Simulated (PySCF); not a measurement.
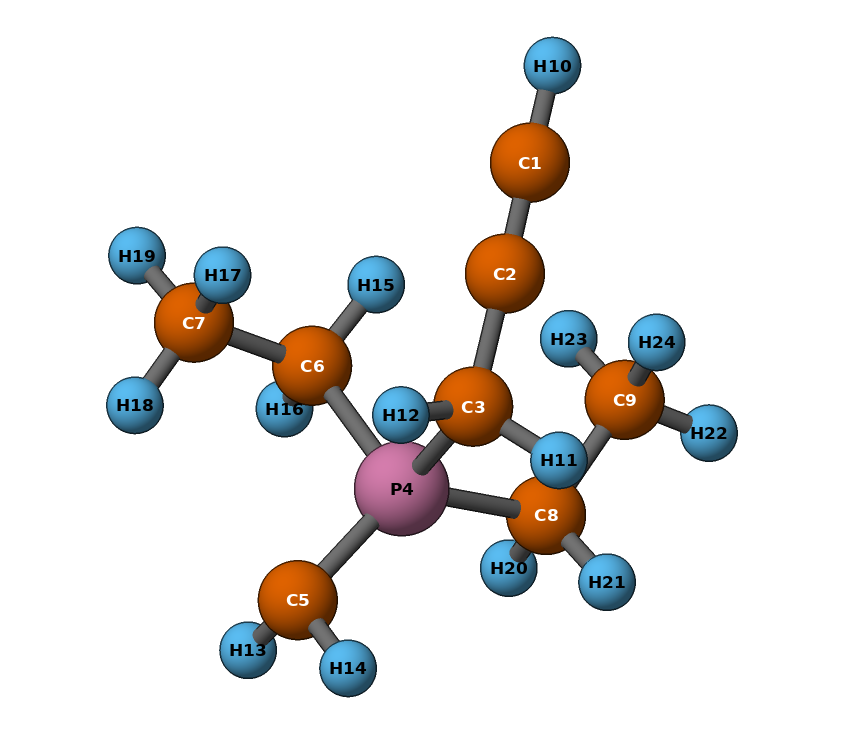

The geometry was computed by an optimisation with GFN2-xTB. No frequency run is at hand to confirm it as a minimum. Level of theory: GIAO PBE0/pcSseg-1 NMR shielding, non-relativistic, gas phase (PySCF 2.14.0). Principal shieldings σ11 ≤ σ22 ≤ σ33, span Ω = σ33 − σ11, skew κ = 3(σiso − σ22)/Ω.

Give the shielding tensors of the P atoms.

```json
{"atom": "P4", "σ11": "231.1", "σ22": "298.2", "σ33": "415.5", "σiso": "315.0", "Ω": "184.5", "κ": "0.27"}
```

Shieldings and span in ppm.

The geometry is semi-empirical. Around P such bond lengths and angles can be off by a tenth of an ångström or more and by several degrees, and values that hang on the shape move with them.
